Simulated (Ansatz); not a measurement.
**MoS2: a line through a two-coordinate scan**

Aim: follow the energy of MoS₂ (R3m, No. 160; 3 atoms in the cell) along one coordinate, lattice constant a (and b), with the other held at lattice constant c = 16.7 Å.

Program: Ansatz 0.2.0. Level of theory: DFT PBE+D3(BJ), scalar-relativistic, plane waves, PAW. These are calculated values, not measurements.

1 further run of the same task is left out (set aside as unsound or not needed).

### Step 1. Starting point

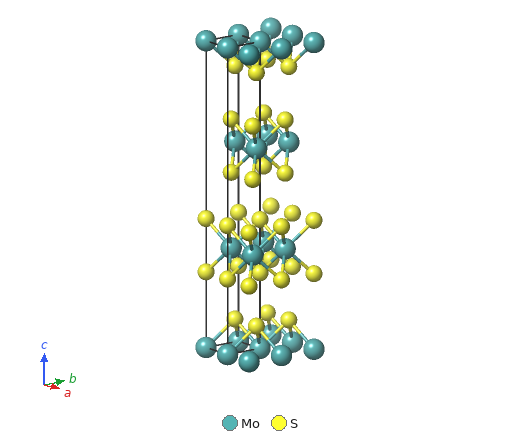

The starting structure, seen slightly off an axis (molybdenum teal, sulfur yellow). 2×2×1 cells are drawn. Atoms on the faces are drawn again on the opposite ones. The cell drawn here is the conventional one.

Structure file:

```
Mo S
1.0
     1.57657    0.91024    5.99789
    -1.57657    0.91024    5.99789
     0.00000   -1.82047    5.99789
Mo S
1 2
Direct
  0.00002 0.00002 0.00002
  0.75354 0.75354 0.75354
  0.57975 0.57975 0.57975
```

It is the result of an earlier relaxation at this level (volume 17.21 Å³/atom; gap on the mesh: 0.79 eV).

### Step 2. What is varied

The energy is mapped over the lattice constants a and c of the conventional cell.

First coordinate, lattice constant a (and b): 5 values from 2.995 to 3.311 Å. Second coordinate, lattice constant c: 5 values from 15.4 to 20.6 Å.

Nothing else is relaxed (fractional coordinates fixed). Energies count from the relaxed crystal. Points are written as (first, second).

### Step 3. Point (2.995 Å, 16.7 Å)

File input.yaml:

```yaml
crystal:
  lattice:
    - [1.49775, 0.8647263657, 5.5660333333]
    - [-1.49775, 0.8647263657, 5.5660333333]
    - [0.0, -1.7294527314, 5.5660333333]
  atoms:
    - { symbol: Mo, position: [1.72156e-05, 1.72156e-05, 1.72156e-05] }
    - { symbol: S, position: [0.7535368444, 0.7535368444, 0.7535368444] }
    - { symbol: S, position: [0.57974594, 0.57974594, 0.57974594] }
basis:
  ecutwfc: 420
kpoints:
  mp_grid: { grid: [12, 12, 12] }
hamiltonian:
  xc: pbe
  pseudopotentials: { kind: paw, azcp: { folder: soft_1 } }
  dispersion: d3bj
scf:
  occupations: { method: gaussian, width: 0.05 }
output:
  forces: true
  stress: true
  eigenvalues: true
```

Command:

```
ansatz run input.yaml --threads 1 --pin off --max-ram 2048MiB --backend cpu --events-out ev --progress --plain --runs-dir out
```

Output, shortened:

```text
Warning: RAYON_NUM_THREADS=1 ignored (pool sized by the plan → 1); use --threads N
[...]
Pseudopotentials: kind: paw
Pseudopotential: Mo, paw, valence charge 14, recommended cutoff 420 eV (normal), <dir>
Pseudopotential: S, paw, valence charge 6, recommended cutoff 420 eV (normal), <dir>
Functional definition: PBE
[...]
Crystal: 3 atoms, lattice volume = 43.253 Å³
Basis set: ecut = 420 eV, 811 PW (Γ), FFT grids on a1−a3, a2−a3, a3, exchange–correlation on 48×48×80 points (8 copies of the dense FFT grid, shifted against one another)
Bands: 17, of which v1, the nominal top of the filled ones, is band 13 counted from 1 (12 counted from 0)
Symmetry: 6 space group operations
Space group: R3m (ITA 160), of the structure as read, at distance tolerance 3.5e-5 Å
k-points: 189 of 1728 (time reversal used)
[...]
SCF iter   1: F=—  HF=-6763.928248 eV  |F-HF|=—  |Δ(HF+E_count)|=         —  Δρ=6.45e-2  dr2=2.37e0  ethr=3.10e-3  ⟨swp⟩=6.3  Hψ=20131  notcnv=0
[...]
SCF iter   8: F=-6763.142217 eV  HF=-6763.142217 eV  |F-HF|=1.21e-8  |Δ(HF+E_count)|=   1.79e-8  Δρ=5.18e-6  dr2=1.92e-8  ethr=3.85e-10  ⟨swp⟩=5.9  Hψ=12914  notcnv=0
[...]
SCF converged after 8 iterations
Free energy (F): -6763.142217 eV
[...]
E sigma→0 (E₀):  -6763.142217 eV
Fermi energy:    15.592928 eV
[...]
--- Forces (eV/Å), atoms counted from 1 ---
  atom   1  Mo     0.00000000    -0.00000000     0.00534665
  atom   2  S     -0.00000000     0.00000000     3.98682637
  atom   3  S      0.00000000     0.00000000    -3.99213973
[...]
--- Stress (GPa, compression-positive) ---
       38.135375       0.000000      -0.000000
        0.000000      38.135375      -0.000000
       -0.000000      -0.000000      47.488078
  P = ⅓ Tr σ = 41.2529 GPa (412.529 kbar)
--- Band table (eV; the first three rows and the last of 189) ---
  k-point 0: bands = ["-46.6807", "-21.0557", "-20.5800", "-20.5800", "-1.6253", "1.0289", "6.3348", "10.5701", "10.5701", "12.0087", "12.0087", "13.1780", "14.1241", "17.0952", "17.0952", "17.9971", "17.9971"]
[...]
```

It took 20 s on 1 thread of Arm Neoverse V1, shared host; peak memory 0.41 GiB.

On the map this point reads 314 meV/atom.

### Step 4. The run at (3.074 Å, 16.7 Å)

Changes to input.yaml since step 3:

```diff
@@ -2,5 +2,5 @@
   lattice:
-    - [1.49775, 0.8647263657, 5.5660333333]
-    - [-1.49775, 0.8647263657, 5.5660333333]
-    - [0.0, -1.7294527314, 5.5660333333]
+    - [1.53715, 0.8874739663, 5.5660333333]
+    - [-1.53715, 0.8874739663, 5.5660333333]
+    - [0.0, -1.7749479326, 5.5660333333]
   atoms:
```

Command:

```
ansatz run input.yaml --threads 1 --pin off --max-ram 2048MiB --backend cpu --events-out ev --progress --plain --runs-dir out
```

Output, shortened:

```text
Warning: RAYON_NUM_THREADS=1 ignored (pool sized by the plan → 1); use --threads N
[...]
[... 4 set-up lines as earlier in the session ...]
[...]
Crystal: 3 atoms, lattice volume = 45.558 Å³
Basis set: ecut = 420 eV, 877 PW (Γ), FFT grids on a1−a3, a2−a3, a3, exchange–correlation on 48×48×80 points (8 copies of the dense FFT grid, shifted against one another)
Bands: 17, of which v1, the nominal top of the filled ones, is band 13 counted from 1 (12 counted from 0)
[... 1 set-up line as earlier in the session ...]
Space group: R3m (ITA 160), of the structure as read, at distance tolerance 3.6e-5 Å
k-points: 189 of 1728 (time reversal used)
[...]
SCF iter   1: F=—  HF=-6764.303081 eV  |F-HF|=—  |Δ(HF+E_count)|=         —  Δρ=6.41e-2  dr2=2.25e0  ethr=3.10e-3  ⟨swp⟩=6.3  Hψ=19963  notcnv=0
[...]
SCF iter   7: F=-6763.572417 eV  HF=-6763.572417 eV  |F-HF|=4.97e-8  |Δ(HF+E_count)|=   3.97e-7  Δρ=1.07e-5  dr2=7.42e-8  ethr=3.85e-10  ⟨swp⟩=6.9  Hψ=19784  notcnv=0
[...]
SCF converged after 7 iterations
Free energy (F): -6763.572417 eV
[...]
E sigma→0 (E₀):  -6763.572411 eV
Entropy (-TS):   -0.000013 eV (-0.004 meV/atom)
Fermi energy:    14.525644 eV
[...]
--- Forces (eV/Å), atoms counted from 1 ---
  atom   1  Mo     0.00000000     0.00000000     0.00378798
  atom   2  S      0.00000000     0.00000000     3.08125661
  atom   3  S     -0.00000000    -0.00000000    -3.08501380
[...]
--- Stress (GPa, compression-positive) ---
       22.298121       0.000000       0.000000
        0.000000      22.298121      -0.000000
        0.000000       0.000000      35.260316
  P = ⅓ Tr σ = 26.6189 GPa (266.189 kbar)
--- Band table (eV; the first three rows and the last of 189) ---
  k-point 0: bands = ["-47.7054", "-21.9840", "-21.6561", "-21.6561", "-2.2366", "0.3257", "5.7149", "9.6460", "9.6460", "10.9943", "10.9943", "12.5584", "13.3594", "15.9132", "15.9132", "16.7911", "16.7911"]
[...]
```

It took 15 s on 1 thread of Arm Neoverse V1, shared host; peak memory 0.42 GiB.

That is 171 meV/atom from the zero.

### Step 5. Grid point (3.153 Å, 16.7 Å)

Changes to input.yaml since step 4:

```diff
@@ -2,5 +2,5 @@
   lattice:
-    - [1.53715, 0.8874739663, 5.5660333333]
-    - [-1.53715, 0.8874739663, 5.5660333333]
-    - [0.0, -1.7749479326, 5.5660333333]
+    - [1.5765748049, 0.910235888, 5.5660333333]
+    - [-1.5765748049, 0.910235888, 5.5660333333]
+    - [0.0, -1.8204717761, 5.5660333333]
   atoms:
```

Command:

```
ansatz run input.yaml --threads 1 --pin off --max-ram 2048MiB --backend cpu --events-out ev --progress --plain --runs-dir out
```

Output, shortened:

```text
Warning: RAYON_NUM_THREADS=1 ignored (pool sized by the plan → 1); use --threads N
[...]
[... 4 set-up lines as earlier in the session ...]
[...]
Crystal: 3 atoms, lattice volume = 47.925 Å³
Basis set: ecut = 420 eV, 949 PW (Γ), FFT grids on a1−a3, a2−a3, a3, exchange–correlation on 48×48×80 points (8 copies of the dense FFT grid, shifted against one another)
Bands: 17, of which v1, the nominal top of the filled ones, is band 13 counted from 1 (12 counted from 0)
[... 2 set-up lines as earlier in the session ...]
k-points: 189 of 1728 (time reversal used)
[...]
SCF iter   1: F=—  HF=-6764.508520 eV  |F-HF|=—  |Δ(HF+E_count)|=         —  Δρ=6.43e-2  dr2=2.32e0  ethr=3.10e-3  ⟨swp⟩=6.2  Hψ=19626  notcnv=0
[...]
SCF iter   8: F=-6763.804483 eV  HF=-6763.804483 eV  |F-HF|=1.61e-8  |Δ(HF+E_count)|=   1.50e-6  Δρ=9.92e-6  dr2=5.85e-8  ethr=3.85e-10  ⟨swp⟩=8.4  Hψ=18188  notcnv=0
[...]
SCF converged after 8 iterations
Free energy (F): -6763.804483 eV
[...]
E sigma→0 (E₀):  -6763.804337 eV
Entropy (-TS):   -0.000291 eV (-0.097 meV/atom)
Fermi energy:    13.447337 eV
[...]
--- Forces (eV/Å), atoms counted from 1 ---
  atom   1  Mo     0.00000000    -0.00000000     0.00253904
  atom   2  S     -0.00000000    -0.00000000     2.29644922
  atom   3  S      0.00000000     0.00000000    -2.29895085
[...]
--- Stress (GPa, compression-positive) ---
        9.651720       0.000000      -0.000000
        0.000000       9.651720      -0.000000
       -0.000000      -0.000000      25.287680
  P = ⅓ Tr σ = 14.8637 GPa (148.637 kbar)
--- Band table (eV; the first three rows and the last of 189) ---
  k-point 0: bands = ["-48.6658", "-22.8621", "-22.6515", "-22.6515", "-2.8096", "-0.3345", "5.1496", "8.7932", "8.7932", "10.0664", "10.0664", "11.9536", "12.6332", "14.8219", "14.8219", "15.6767", "15.6767"]
[...]
```

It took 17 s on 1 thread of Arm Neoverse V1, shared host; peak memory 0.42 GiB.

On the map this point reads 94 meV/atom.

### Step 6. The run at (3.232 Å, 16.7 Å)

Changes to input.yaml since step 5:

```diff
@@ -2,5 +2,5 @@
   lattice:
-    - [1.5765748049, 0.910235888, 5.5660333333]
-    - [-1.5765748049, 0.910235888, 5.5660333333]
-    - [0.0, -1.8204717761, 5.5660333333]
+    - [1.616, 0.932998035, 5.5660333333]
+    - [-1.616, 0.932998035, 5.5660333333]
+    - [0.0, -1.86599607, 5.5660333333]
   atoms:
```

Command:

```
ansatz run input.yaml --threads 1 --pin off --max-ram 2048MiB --backend cpu --events-out ev --progress --plain --runs-dir out
```

Output, shortened:

```text
Warning: RAYON_NUM_THREADS=1 ignored (pool sized by the plan → 1); use --threads N
[...]
[... 4 set-up lines as earlier in the session ...]
[...]
Crystal: 3 atoms, lattice volume = 50.352 Å³
Basis set: ecut = 420 eV, 1015 PW (Γ), FFT grids on a1−a3, a2−a3, a3, exchange–correlation on 48×48×80 points (8 copies of the dense FFT grid, shifted against one another)
Bands: 17, of which v1, the nominal top of the filled ones, is band 13 counted from 1 (12 counted from 0)
[... 1 set-up line as earlier in the session ...]
Space group: R3m (ITA 160), of the structure as read, at distance tolerance 3.7e-5 Å
k-points: 189 of 1728 (time reversal used)
[...]
SCF iter   1: F=—  HF=-6764.570681 eV  |F-HF|=—  |Δ(HF+E_count)|=         —  Δρ=6.47e-2  dr2=2.52e0  ethr=3.10e-3  ⟨swp⟩=6.1  Hψ=19425  notcnv=0
[...]
SCF iter   8: F=-6763.870707 eV  HF=-6763.870707 eV  |F-HF|=4.44e-8  |Δ(HF+E_count)|=   1.79e-6  Δρ=1.03e-5  dr2=6.72e-8  ethr=3.85e-10  ⟨swp⟩=8.3  Hψ=18023  notcnv=0
[...]
SCF converged after 8 iterations
Free energy (F): -6763.870707 eV
[...]
E sigma→0 (E₀):  -6763.870527 eV
Entropy (-TS):   -0.000361 eV (-0.120 meV/atom)
Fermi energy:    12.408848 eV
[...]
--- Forces (eV/Å), atoms counted from 1 ---
  atom   1  Mo     0.00000000     0.00000000     0.00171617
  atom   2  S     -0.00000000    -0.00000000     1.64314112
  atom   3  S      0.00000000     0.00000000    -1.64481819
[...]
--- Stress (GPa, compression-positive) ---
       -0.486198       0.000000      -0.000000
        0.000000      -0.486198      -0.000000
       -0.000000      -0.000000      17.526368
  P = ⅓ Tr σ = 5.5180 GPa (55.180 kbar)
--- Band table (eV; the first three rows and the last of 189) ---
  k-point 0: bands = ["-49.5675", "-23.6944", "-23.5763", "-23.5763", "-3.3466", "-0.9547", "4.6313", "8.0040", "8.0040", "9.2157", "9.2157", "11.3612", "11.9425", "13.8120", "13.8120", "14.6443", "14.6443"]
[...]
```

Wall time 17 s (1 thread of Arm Neoverse V1, shared host); peak memory 0.43 GiB.

On the map this point reads 71 meV/atom.

### Step 7. The run at (3.311 Å, 16.7 Å)

Changes to input.yaml since step 6:

```diff
@@ -2,5 +2,5 @@
   lattice:
-    - [1.616, 0.932998035, 5.5660333333]
-    - [-1.616, 0.932998035, 5.5660333333]
-    - [0.0, -1.86599607, 5.5660333333]
+    - [1.6554, 0.9557456356, 5.5660333333]
+    - [-1.6554, 0.9557456356, 5.5660333333]
+    - [0.0, -1.9114912712, 5.5660333333]
   atoms:
```

Command:

```
ansatz run input.yaml --threads 1 --pin off --max-ram 2048MiB --backend cpu --events-out ev --progress --plain --runs-dir out
```

Output, shortened:

```text
Warning: RAYON_NUM_THREADS=1 ignored (pool sized by the plan → 1); use --threads N
[...]
[... 4 set-up lines as earlier in the session ...]
[...]
Crystal: 3 atoms, lattice volume = 52.838 Å³
Basis set: ecut = 420 eV, 1051 PW (Γ), FFT grids on a1−a3, a2−a3, a3, exchange–correlation on 48×48×80 points (8 copies of the dense FFT grid, shifted against one another)
Bands: 17, of which v1, the nominal top of the filled ones, is band 13 counted from 1 (12 counted from 0)
[... 1 set-up line as earlier in the session ...]
Space group: R3m (ITA 160), of the structure as read, at distance tolerance 3.8e-5 Å
k-points: 189 of 1728 (time reversal used)
[...]
SCF iter   1: F=—  HF=-6764.512848 eV  |F-HF|=—  |Δ(HF+E_count)|=         —  Δρ=6.52e-2  dr2=2.84e0  ethr=3.10e-3  ⟨swp⟩=6.1  Hψ=19233  notcnv=0
[...]
SCF iter   8: F=-6763.798744 eV  HF=-6763.798744 eV  |F-HF|=7.35e-8  |Δ(HF+E_count)|=   1.96e-6  Δρ=1.07e-5  dr2=7.12e-8  ethr=3.85e-10  ⟨swp⟩=5.5  Hψ=18230  notcnv=0
[...]
SCF converged after 8 iterations
Free energy (F): -6763.798744 eV
[...]
E sigma→0 (E₀):  -6763.798363 eV
Entropy (-TS):   -0.000763 eV (-0.254 meV/atom)
Fermi energy:    11.497244 eV
[...]
--- Forces (eV/Å), atoms counted from 1 ---
  atom   1  Mo    -0.00000000     0.00000000     0.00344905
  atom   2  S     -0.00000000     0.00000000     1.06367419
  atom   3  S     -0.00000000    -0.00000000    -1.06707820
[...]
--- Stress (GPa, compression-positive) ---
       -8.428283       0.000000      -0.000000
        0.000000      -8.428283      -0.000000
        0.000000      -0.000000      11.147049
  P = ⅓ Tr σ = -1.9032 GPa (-19.032 kbar)
--- Band table (eV; the first three rows and the last of 189) ---
  k-point 0: bands = ["-50.4070", "-24.4744", "-24.4311", "-24.4311", "-3.8499", "-1.5387", "4.1547", "7.2776", "7.2776", "8.4370", "8.4370", "10.7829", "11.2824", "12.8769", "12.8769", "13.6855", "13.6855"]
[...]
```

Run time: 19 s. Hardware: 1 thread of Arm Neoverse V1, shared host; peak memory 0.44 GiB.

That is 95 meV/atom from the zero.

### Step 8. What came out

```
lattice constant a (and b) (Å)  step  energy (meV/atom)  slope (meV/atom per Å)  pressure (GPa)  band gap on the k-mesh (eV)  largest force on an atom (eV/Å)
                         2.995     3                314                   −2291            41.3                         0.44                             3.99
                         3.074     4                171                   −1375            26.6                         0.16                             3.08
                         3.153     5                 94                    −610            14.9                         0.00                             2.30
                         3.232     6                 71                      32             5.5                         0.00                             1.65
                         3.311     7                 95                     560            −1.9                         0.00                             1.07
```

Energies count from the relaxed crystal. Slopes come from the forces (and the stress, where the cell changes), not from differences of energies.

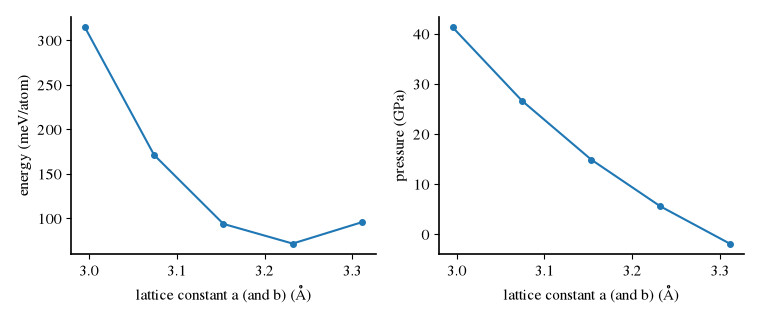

Energy and pressure along the line.

The lowest point of the line is at 3.232 Å, 71 meV/atom from the zero. Energies and slopes round the minimum, fitted together, put the minimum at 3.2276 Å, with a curvature of about 7500 meV/atom per Å². The highest point computed, at 2.995 Å, lies 243 meV/atom above the lowest. The gap on the mesh reads zero on part of the line; semilocal functionals close small gaps early. This is one cut through a surface in two coordinates; the map's lowest point lies off it. With the other coordinates free, the energies away from the reference would be the same or lower. The gap on the mesh closes on part of the grid.
